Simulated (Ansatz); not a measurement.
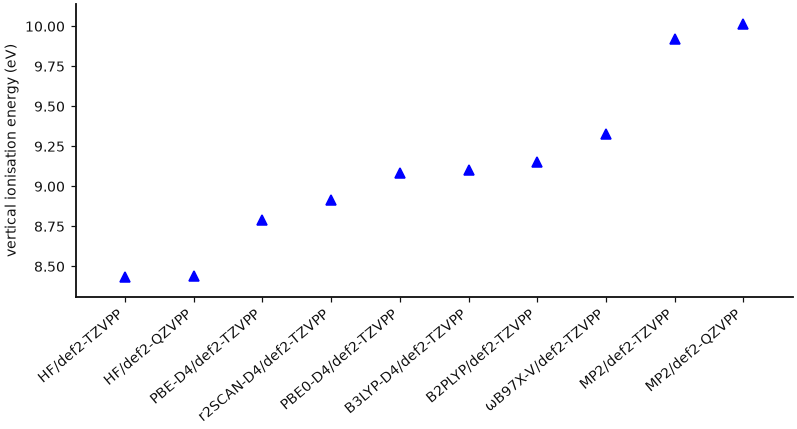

Vertical ionisation energy of AlSiNH₆, SMILES N[SiH2][AlH2], singlet, taken as the energy of the cation less that of the neutral at fixed geometry (unrestricted doublet cation, cores frozen in correlated methods, no spin-orbit coupling), the Ansatz code 0.2.0, at a PBE0-D4/def2-TZVP geometry (a minimum by its frequencies).

What range do the values span?

From 8.44 eV (HF/def2-TZVPP) to 10.01 eV (MP2/def2-QZVPP).

Give the values.

```tsv
level	eV
HF/def2-TZVPP	8.44
HF/def2-QZVPP	8.44
PBE-D4/def2-TZVPP	8.79
r2SCAN-D4/def2-TZVPP	8.91
PBE0-D4/def2-TZVPP	9.09
B3LYP-D4/def2-TZVPP	9.10
B2PLYP/def2-TZVPP	9.15
ωB97X-V/def2-TZVPP	9.32
MP2/def2-TZVPP	9.92
MP2/def2-QZVPP	10.01
```
